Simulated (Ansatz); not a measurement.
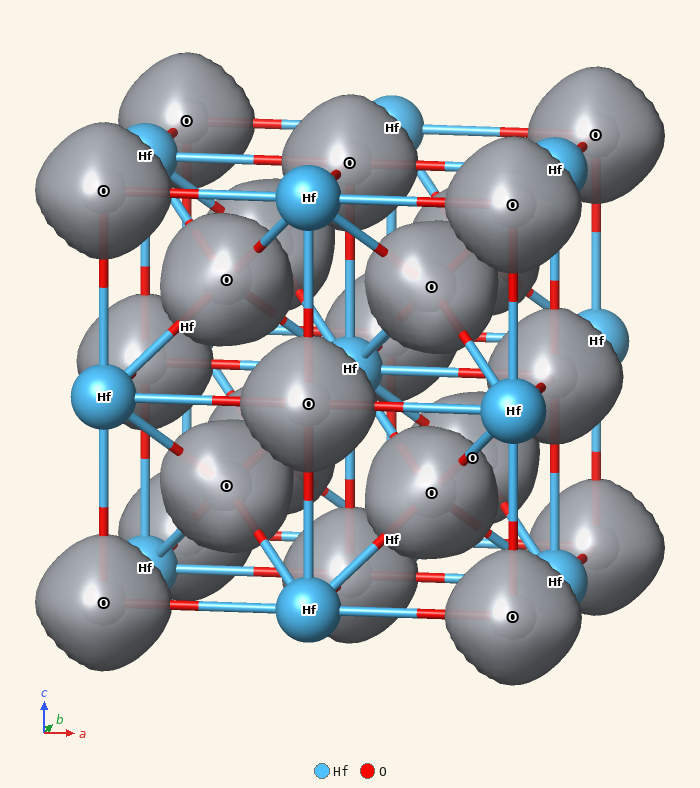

*HfO3. Isosurface of the electron localisation function at 0.65 (grey), seen slightly off an axis. Core shells and regions of very low density are left out. Sticks mark near contacts.*

Space group Fm-3m; a structure generated by program, which may or may not match a known phase.

Theory: Ansatz 0.2.0, DFT PBE, scalar-relativistic, plane waves, PAW.

Input

```
crystal:
  lattice:
    - [0.0, 2.653330411, 2.653330411]
    - [2.653330411, 0.0, 2.653330411]
    - [2.653330411, 2.653330411, 0.0]
  atoms:
    - { symbol: Hf, position: [0.5, 0.5, 0.5] }
    - { symbol: O, position: [0.0, 0.0, 0.0] }
    - { symbol: O, position: [0.25, 0.25, 0.25] }
    - { symbol: O, position: [0.75, 0.75, 0.75] }
basis:
  ecutwfc: 420
kpoints:
  mp_grid: { grid: [16, 16, 16] }
  band_path:
    path:
      - [[0.0, 0.0, 0.0], [0.5, 0.0, 0.5], [0.625, 0.25, 0.625]]
      - [[0.375, 0.375, 0.75], [0.0, 0.0, 0.0], [0.5, 0.5, 0.5], [0.5, 0.25, 0.75], [0.5, 0.0, 0.5]]
    npoints: 14
hamiltonian:
  xc: pbe
scf:
  occupations: { method: gaussian, width: 0.1 }
  n_extra_bands: 10
output:
  forces: true
  stress: true
  eigenvalues: true
  populations: true
  dos: { projected: true, de: 0.02, nscf_kmesh: { grid: [20, 20, 20] } }
  bader: true
  write_density: true
  write_potential: true
  elf: true
  volumetric_format: npy
```

Command:

```sh
ansatz run input.yaml --threads 1 --pin off --max-ram 2560MiB --backend cpu --events-out ev --progress --plain --runs-dir out
```

Below, planes, directions and counts refer to the conventional cell (a = 5.31 Å, b = 5.31 Å, c = 5.31 Å, α = 90.00°, β = 90.00°, γ = 90.00°).

> What do the ELF domains correspond to?

The surface consists of twelve regions wrapped around O (the valence shell of each), counted in one cell of 16 atoms. Regions shared between cells count once. Profiles from the grid: Hf–O (2.30 Å): the ELF peaks at about 0.85 in the valence shell of O, 0.7 Å from its nucleus, and drops to about 0.15 between the two atoms: no shared electron pair shows on this line. Hf–O (2.65 Å): the ELF is about 0.05 at the midpoint (no localised pair shows between them).
